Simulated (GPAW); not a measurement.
The O K edge of atom 5 in Zn2P2O7 (C2/m), with 1 P at 1.54 Å (terminal, site symmetry m), was computed in 3 ways: full core hole (charged cell), half core hole and no core hole. Program and functional: GPAW, LDA, Gaussian full width 0.9 eV up to 4 eV, rising linearly to 3.5 eV at 25 eV; cells of 11 and 22 atoms (the run without a hole in the smaller).

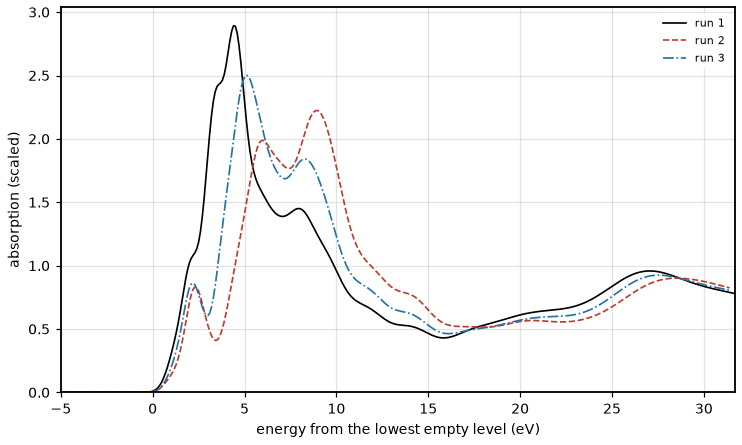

Each run is counted from its own lowest empty level or Fermi level and scaled to a mean of 1 over its first 20 eV.

Question: Which run is which?

Run 1: full core hole (charged cell) (area from −2 to 6 eV 8.9, main maxima 4.4 eV (2.89) and 7.9 eV (1.45)). Run 2: no core hole (area from −2 to 6 eV 4.4, main maxima 2.3 eV (0.83), 6.0 eV (1.99) and 8.9 eV (2.22)). Run 3: half core hole (area from −2 to 6 eV 6.7, main maxima 2.2 eV (0.86), 5.1 eV (2.50) and 8.3 eV (1.84)). With each curve scaled to its own mean, the area from −2 to 6 eV with the hole is 8.9 against 4.4, and the centre of weight from −1 to 20 eV moves by -1.4 eV: the hole pulls the absorber's empty states down.

[Hosts, paths, dates, database ids (printed as entryN), source tags and the programs' standing remarks are cut or masked in the printed files.]

[Lists of maxima count a maximum above −3 eV only where it reaches 4 % of the highest in the window and stands out from its surroundings by 2 % of it (1.5 % where it reaches 55 %); shoulders and weaker maxima are passed over, and of the rest the first, up to two pre-edge ones and the few strongest are named.]
